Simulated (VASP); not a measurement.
**What spin-orbit coupling changes in NbAl3**

Aim: run bands, DOS and a relaxation of NbAl3 twice, without and with spin-orbit coupling. All runs use PBEsol. Left out of this account: 1 further run (self-consistent run: a reference on another mesh). The start is a computed cell from the Materials Project.

Main program and level: VASP 6.6.1; PBEsol; plane waves and PAW (Al, Nb_sv), in the first sound run; inputs show where later runs differ.

## (1) The starting structure

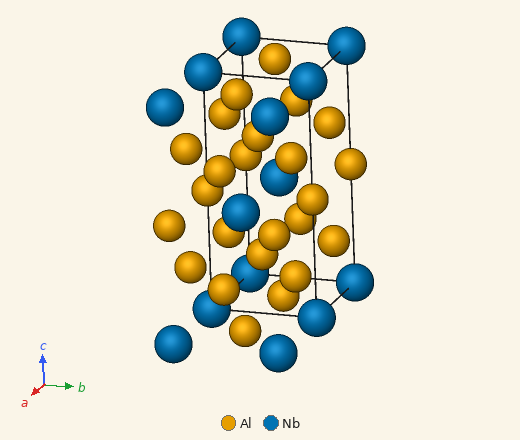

The starting structure, seen slightly off an axis (aluminium orange, niobium blue). 2×1×1 cells are drawn. This picture shows the conventional cell, with its axes. Some periodic images of atoms are drawn too.

Structure file:

```xyz
4
Lattice="0.0000 -3.8340 0.0000 -3.8340 0.0000 0.0000 1.9170 -1.9170 -4.2925" Properties=species:S:1:pos:R:3 pbc="T T T"
Al   -1.9170   -1.9170    0.0000
Al   -1.9170   -3.8340   -2.1462
Al    0.0000   -1.9170   -2.1462
Nb    0.0000    0.0000    0.0000
```

## (2) Band structure (PBEsol)

The mesh alone shows little of the dispersion and can miss band extrema, so KPOINTS_OPT adds a path through the symmetry points after the self-consistent cycle. PBEsol restores the gradient expansion of exchange and is tuned for the cells of solids.

INCAR reads:

```
SYSTEM = NbAl3
PREC = Accurate
ENCUT = 400
EDIFF = 1E-06
NELM = 100
ISMEAR = -1
SIGMA = 0.05
LREAL = .FALSE.
ALGO = Normal
GGA = PS
NBANDS = 25
LASPH = .TRUE.
LORBIT = 11
LWAVE = .FALSE.
LCHARG = .FALSE.
KPAR = 4
```

POSCAR reads:

```
NbAl3
1.0
    0.0000000000     -3.8339658454      0.0000000000
   -3.8339658454      0.0000000000      0.0000000000
    1.9169829227     -1.9169829227     -4.2924503537
Al Nb
3 1
Direct
    0.5000000000      0.5000000000      0.0000000000
    0.7500000000      0.7500000000      0.5000000000
    0.2500000000      0.2500000000      0.5000000000
    0.0000000000      0.0000000000      0.0000000000
```

KPOINTS reads:

```
Automatic mesh
0
Gamma
8 8 8
0 0 0
```

KPOINTS_OPT reads:

```
Line mode
16
Line-mode
Reciprocal
  0.00000000   0.00000000   0.00000000 GAMMA
  0.50000000  -0.50000000   0.50000000 X

  0.50000000  -0.50000000   0.50000000 X
  0.59972314  -0.40027686   0.50000000 Y

  0.59972314  -0.40027686   0.50000000 Y
  0.59972314   0.00000000   0.29986157 S

  0.59972314   0.00000000   0.29986157 S
  0.00000000   0.00000000   0.00000000 GAMMA

  0.00000000   0.00000000   0.00000000 GAMMA
  0.00000000   0.00000000  -0.50000000 Z

  0.00000000   0.00000000  -0.50000000 Z
  0.40027686   0.00000000  -0.29986157 S1

  0.40027686   0.00000000  -0.29986157 S1
  0.50000000   0.00000000   0.00000000 N

  0.50000000   0.00000000   0.00000000 N
  0.50000000  -0.50000000   0.25000000 P

  0.50000000  -0.50000000   0.25000000 P
  0.40027686  -0.40027686  -0.09972314 Y1

  0.40027686  -0.40027686  -0.09972314 Y1
  0.00000000   0.00000000  -0.50000000 Z

  0.50000000  -0.50000000   0.50000000 X
  0.50000000  -0.50000000   0.25000000 P
```

Potentials, in the order of the species: Al and Nb_sv (PBE family, release 64).

Run with:

```bash
mpirun -np 4 vasp_std
```

Output:

```text
[banner, memory and clock lines left out]
running    4 mpi-ranks, on    1 nodes
 distrk:  each k-point on    1 cores,    4 groups
 distr:  one band on    1 cores,    1 groups

 POSCAR found type information on POSCAR AlNb
 POSCAR found :  2 types and       4 ions
|                                                                             |
|               ----> ADVICE to this user running VASP <----                  |
|                                                                             |
|     You enforced a specific xc type in the INCAR file but a different       |
|     [... a line on the potential file left out ...]
|     I HOPE YOU KNOW WHAT YOU ARE DOING!                                     |
|                                                                             |

 LDA part: xc-table for (Slater+PW92), standard interpolation
 POSCAR, INCAR and KPOINTS ok, starting setup
 FFT: planning ... GRIDC
 FFT: planning ... GRID_SOFT
 FFT: planning ... GRID
 WAVECAR not read
 entering main loop
       N       E                     dE             d eps       ncg     rms          rms(c)
DAV:   1     0.999947476008E+02    0.99995E+02   -0.85409E+03  2966   0.654E+02
DAV:   2    -0.204843996684E+02   -0.12048E+03   -0.11538E+03  3685   0.212E+02
DAV:   3    -0.255851309632E+02   -0.51007E+01   -0.50244E+01  4620   0.358E+01
DAV:   4    -0.257328902973E+02   -0.14776E+00   -0.14744E+00  3972   0.576E+00
DAV:   5    -0.257371168193E+02   -0.42265E-02   -0.42257E-02  4493   0.999E-01    0.856E+00
DAV:   6    -0.250504689704E+02    0.68665E+00   -0.25523E+00  4433   0.944E+00    0.297E+00
DAV:   7    -0.249581694916E+02    0.92299E-01   -0.32244E-01  3878   0.281E+00    0.194E+00
DAV:   8    -0.249239026720E+02    0.34267E-01   -0.44048E-02  4474   0.135E+00    0.377E-01
DAV:   9    -0.249230826220E+02    0.82005E-03   -0.33472E-03  3858   0.347E-01    0.177E-01
DAV:  10    -0.249230671899E+02    0.15432E-04   -0.25171E-04  4395   0.113E-01    0.475E-02
DAV:  11    -0.249230591355E+02    0.80545E-05   -0.35150E-05  4280   0.459E-02    0.172E-02
DAV:  12    -0.249230586100E+02    0.52553E-06   -0.18051E-06  2841   0.929E-03
   1 F= -.24923059E+02 E0= -.24921411E+02  d E =-.329553E-02
 Start KPOINTS_OPT (optional k-point list driver)
k-point batch [1-59\176]
       N       E                     dE             ncg
DAV:   1    -0.758117970053E+03   -0.33915E+05     3006
DAV:   2    -0.783641167303E+04   -0.70783E+04     3796
DAV:   3    -0.812442391906E+04   -0.28801E+03     4475
DAV:   4    -0.813275246799E+04   -0.83285E+01     4107
DAV:   5    -0.813301327703E+04   -0.26081E+00     4414
DAV:   6    -0.813301671029E+04   -0.34333E-02     4138
DAV:   7    -0.813301677241E+04   -0.62123E-04     4367
DAV:   8    -0.813301677314E+04   -0.72744E-06     3096
[...]
k-point batch [119-176\176]
       N       E                     dE             ncg
DAV:   1    -0.403344833815E+03   -0.39774E+05     2964
DAV:   2    -0.719416523747E+04   -0.67908E+04     3831
DAV:   3    -0.745199331853E+04   -0.25783E+03     4597
DAV:   4    -0.745924562431E+04   -0.72523E+01     3935
DAV:   5    -0.745949511620E+04   -0.24949E+00     4402
DAV:   6    -0.745949894169E+04   -0.38255E-02     3957
DAV:   7    -0.745949900677E+04   -0.65076E-04     4310
DAV:   8    -0.745949900775E+04   -0.98853E-06     3172
```

Wall time 30 s (4 MPI ranks of AMD EPYC 9R45, shared host); peak memory 0.88 GiB; 2 min of CPU time.

The logs omit lines about the potential files and the build; timing stands in the text.

From OUTCAR (step 2):

```text
ion  position               nearest neighbor table
   1  0.500  0.500  0.000-   4 2.71   4 2.71   4 2.71   4 2.71   3 2.88   2 2.88   3 2.88   3 2.88
                             2 2.88   2 2.88   2 2.88   3 2.88
   2  0.750  0.750  0.500-   3 2.71   3 2.71   3 2.71   3 2.71   4 2.88   1 2.88   4 2.88   1 2.88
                             4 2.88   1 2.88   4 2.88   1 2.88
   3  0.250  0.250  0.500-   2 2.71   2 2.71   2 2.71   2 2.71   4 2.88   1 2.88   4 2.88   4 2.88
                             1 2.88   1 2.88   1 2.88   4 2.88
   4  0.000  0.000  0.000-   1 2.71   1 2.71   1 2.71   1 2.71   3 2.88   2 2.88   3 2.88   2 2.88
                             3 2.88   2 2.88   3 2.88   2 2.88

  LATTYP: Found a body centered tetragonal cell.
 ALAT       =     3.8339658454
 C/A-ratio  =     2.2391698449

 Subroutine GETGRP returns: Found 16 space group operations
 (whereof 16 operations were pure point group operations)

The static configuration has the point symmetry D_4h.

 Found     59 irreducible k-points:

   k-points           NKPTS =     59   k-points in BZ     NKDIM =     59   number of bands    NBANDS=     25

   dimension x,y,z NGX =    28 NGY =   28 NGZ =   36
   dimension x,y,z NGXF=    56 NGYF=   56 NGZF=   72

   ENCUT  =  400.0 eV  29.40 Ry    5.42 a.u.   6.25  6.25  8.28*2*pi/ulx,y,z

   NELECT =      22.0000    total number of electrons

 k-points in reciprocal lattice and weights: Automatic mesh
   0.00000000  0.00000000  0.00000000       0.002
   0.12500000  0.00000000  0.00000000       0.016
   0.25000000  0.00000000  0.00000000       0.016
   0.37500000  0.00000000  0.00000000       0.016
   0.50000000  0.00000000  0.00000000       0.008
   0.12500000  0.12500000  0.00000000       0.008
   0.25000000  0.12500000  0.00000000       0.031
   0.37500000  0.12500000  0.00000000       0.031
   0.50000000  0.12500000  0.00000000       0.031
[...]
-0.12500000  0.12500000  0.37500000       0.008
   0.00000000  0.00000000  0.50000000       0.002

 average (electrostatic) potential at core
       1 -70.3997       2 -70.2394       3 -70.2394       4 -78.5717

 E-fermi :   9.5052

 k-point     1 :       0.0000    0.0000    0.0000
  band No.  band energies     occupation
    ...
      7       6.6608      2.00000
      8       6.7756      2.00000
      9       7.3891      2.00000
     10       7.3891      2.00000
     11       9.5343      0.71632
     12      11.1035      0.00000
     13      11.1035      0.00000
     14      11.3698      0.00000
     15      11.7190      0.00000
     16      13.9565      0.00000
    ...

 k-point     2 :       0.1250    0.0000    0.0000
  band No.  band energies     occupation
    ...
      7       6.3932      2.00000
      8       6.7396      2.00000
      9       7.5195      2.00000
     10       7.5817      2.00000
     11       8.9628      1.99996
     12      10.5371      0.00000
     13      11.3981      0.00000
     14      11.8248      0.00000
     15      12.0470      0.00000
     16      13.9217      0.00000
    ...

 k-point     3 :       0.2500    0.0000    0.0000
  band No.  band energies     occupation
    ...
      7       5.7366      2.00000
      8       6.6622      2.00000
      9       7.7464      2.00000
     10       8.0249      2.00000
     11       8.3994      2.00000
     12      10.0169      0.00007
     13      11.2653      0.00000
     14      12.3973      0.00000
     15      13.1343      0.00000
     16      14.2285      0.00000
    ...

  Total       -0.4718947     -0.4718947     -0.3643247      0.0000000      0.0000000      0.0000000
  in kB      -11.9826797    -11.9826797     -9.2511863      0.0000000      0.0000000      0.0000000
  external PRESSURE =     -11.0721819 kB  Pullay stress =       0.0000000 kB

  energy-cutoff  :      400.00
  volume of cell :       63.10
      direct lattice vectors                 reciprocal lattice vectors
     0.000000000 -3.833965845  0.000000000     0.000000000 -0.260826528  0.116483584
    -3.833965845  0.000000000  0.000000000    -0.260826528  0.000000000 -0.116483584
     1.916982923 -1.916982923 -4.292450354     0.000000000  0.000000000 -0.232967167

 POSITION                                       TOTAL-FORCE (eV/Angst)
 -----------------------------------------------------------------------------------
     -1.91698     -1.91698      0.00000        -0.000000     -0.000000      0.000000
     -1.91698     -3.83397     -2.14623        -0.000000     -0.000000     -0.000000
      0.00000     -1.91698     -2.14623         0.000000      0.000000      0.000000
      0.00000      0.00000      0.00000        -0.000000     -0.000000      0.000000
 -----------------------------------------------------------------------------------
    total drift:                                0.000000     -0.000000      0.000000

  FREE ENERGIE OF THE ION-ELECTRON SYSTEM (eV)
  ---------------------------------------------------
  free  energy   TOTEN  =       -24.9230586100 eV

  energy  without entropy=      -24.9197630800  energy(sigma->0) =      -24.92141084

 total charge
# of ion       s       p       d       tot
------------------------------------------
    1        0.442   0.382   0.000   0.825
    2        0.397   0.411   0.000   0.808
    3        0.397   0.411   0.000   0.808
    4        2.147   5.990   2.645  10.781
--------------------------------------------------
tot          3.382   7.194   2.645  13.222

[... 3 further parts left out ...]
```

Spin-orbit coupling is off here; it would split degenerate levels. The cell is typed on its shortest vectors, so the axes of tensors and the coordinates of k-points follow the printed cell and not the standard setting. The PAW data sets were made with PBE, which is usual practice but a small mismatch for other functionals.

Numbers from this step:

```
electronic steps        : 12
electrons               : 22
bands                   : 25
irreducible k points    : 59
symmetry operations     : 16
free energy (TOTEN)     : -24.92 eV
energy at zero smearing : -24.92 eV
Fermi energy            : 9.505 eV
pressure                : -1.107 GPa
metallic                : yes
```

The electronic bands at the labelled points (eV, zero at the Fermi level; # counts the bands kept, so #1 is VASP's band 5):

```tsv
point	#4	#5	#6	#7	#8	#9	#10	#11
Γ	-2.73	-2.12	-2.12	0.03	1.60	1.60	1.86	2.21
X	-4.02	-2.87	-2.69	-2.08	1.55	1.70	2.63	2.89
Y	-3.79	-2.78	-2.13	-1.94	1.25	1.74	2.08	3.53
S	-2.08	-1.71	-1.32	-0.27	1.14	1.98	2.67	2.91
Γ	-2.73	-2.12	-2.12	0.03	1.60	1.60	1.86	2.21
Z	-1.12	-1.12	-1.04	-0.13	-0.13	0.19	3.01	5.33
S1	-2.08	-1.71	-1.32	-0.27	1.14	1.98	2.67	2.91
N	-3.06	-2.15	-1.29	-0.37	1.50	1.81	2.76	2.84
P	-4.70	-2.41	-2.41	-1.54	0.52	1.56	1.70	3.34
Y1	-3.79	-2.78	-2.13	-1.94	1.25	1.74	2.08	3.53
Z	-1.12	-1.12	-1.04	-0.13	-0.13	0.19	3.01	5.33
jump to X	-4.02	-2.87	-2.69	-2.08	1.55	1.70	2.63	2.89
P	-4.70	-2.41	-2.41	-1.54	0.52	1.56	1.70	3.34
```

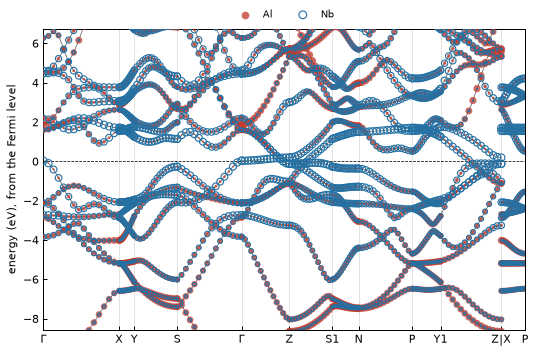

Electronic bands along the path; dots are coloured as in the legend, and their area grows with the weight.

There is no gap at this level.

(Part 1 of 4 ends here.)

[Lines on the potential files, build, host, timing and source positions are cut from VASP's logs without a mark.]

[Logs are printed without paths, hosts, clocks, repeated set-up lines and the standing remarks that a program may print on its own settings, such as how far it seeks lower states.]

[Hosts, paths, dates, database ids (printed as entryN), source tags and the programs' standing remarks are cut or masked in the printed files.]

[A measured line is paired with the nearest computed mode of its activity, which favours agreement.]
